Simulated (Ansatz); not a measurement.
# F$_{3}$GeH···HCl: what the fields show

```
atom    x (Å)    y (Å)    z (Å)
  Ge   0.3952   0.0000  -0.1835
   H   0.4571   0.0000   1.3326
   F   1.9771   0.0000  -0.8674
   F  -0.3934   1.3821  -0.8364
   F  -0.3934  -1.3821  -0.8364
  Cl  -2.8338   0.0000   1.5421
   H  -2.5790   0.0000   2.8077
```

The calculation used Ansatz, RKS B3LYP/def2-SVP.

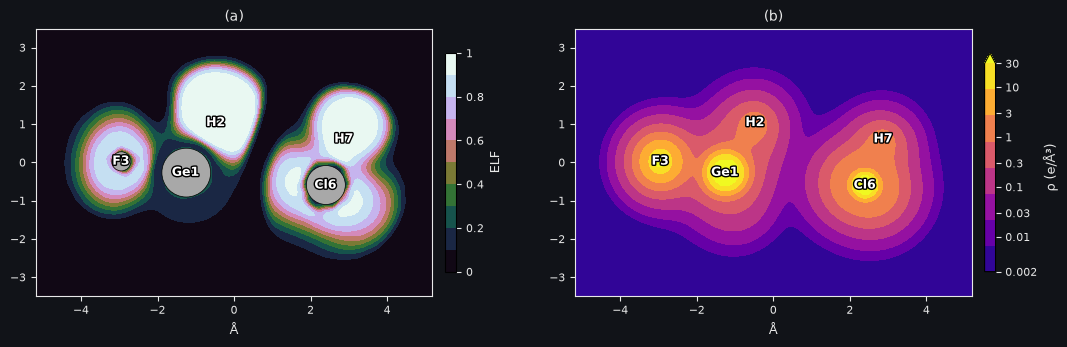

Figure 1. (a) electron localisation function; (b) total electron density on the plane of atoms H2, Ge1 and F3. Grey discs cover the atomic cores in the ELF map.

Question: Interpret the plot.

Answer: The plane passes through Ge, H, F and Cl nuclei.
Ge1···Cl6 (3.66 Å): the density falls to about 0.04 e/Å³ on the way; the ELF dips to about 0 between them; a weak contact between the two molecules.
Ge–F (1.72 Å): the density is about 0.94 e/Å³ at the midpoint; the ELF peaks at about 0.80 in the valence shell of F, 0.5 Å from its nucleus, and is about 0.20 at the midpoint.
Cl–H (1.29 Å): the density is about 1.9 e/Å³ at the midpoint; the ELF climbs to about 1 towards the hydrogen, as it does in any bond to H.
Ge–H (1.52 Å): ρ at the midpoint is about 1.1 e/Å³; the ELF climbs to about 1 towards the hydrogen.
The ELF also peaks beside Cl6 and F3, away from the bonds: lone-pair regions.

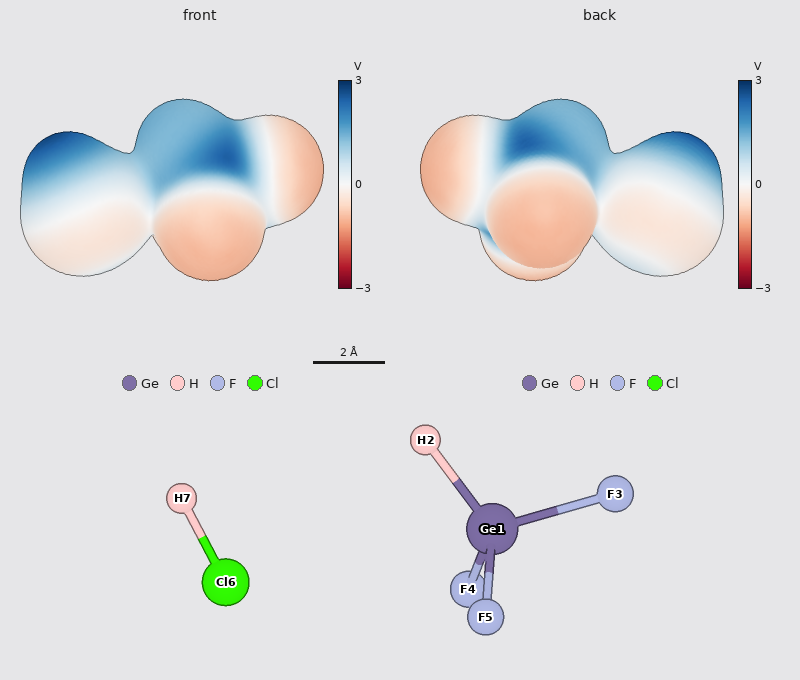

Figure 2. The molecular electrostatic potential painted on the density surface at 0.002 e/bohr³, seen from the front and from behind; red is negative and blue positive. The bare structure is drawn below in the same view.

Question: Describe the electrostatic potential map.

Answer: The most negative region (about −1.0 V) lies over F3, F4 and F5, the most positive (about +2.6 V) over H7. Cl6 shows a σ-hole: about +0.5 V at the tip opposite its bond, against about 0.0 V on its flanks.

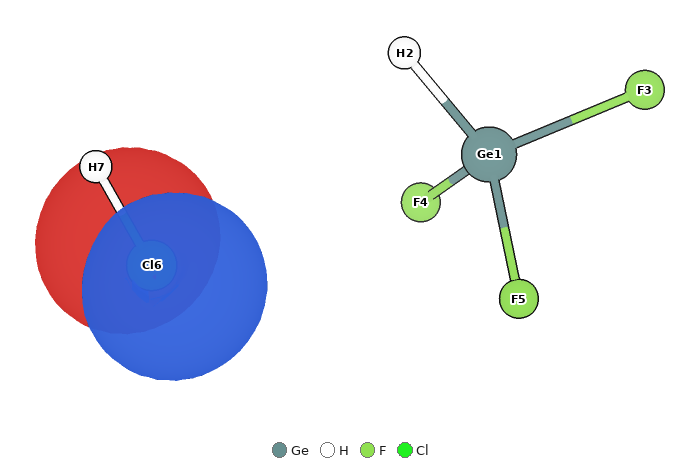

Figure 3. One frontier orbital at ±0.2 Å⁻³ᐟ² (red and blue are the two phases), seen at a tilt.

Question: Which orbital is it: HOMO or LUMO?

Answer: The HOMO, at −9.16 eV. It lies mainly on Cl6 (about 95 %); largely a lone pair of Cl6.
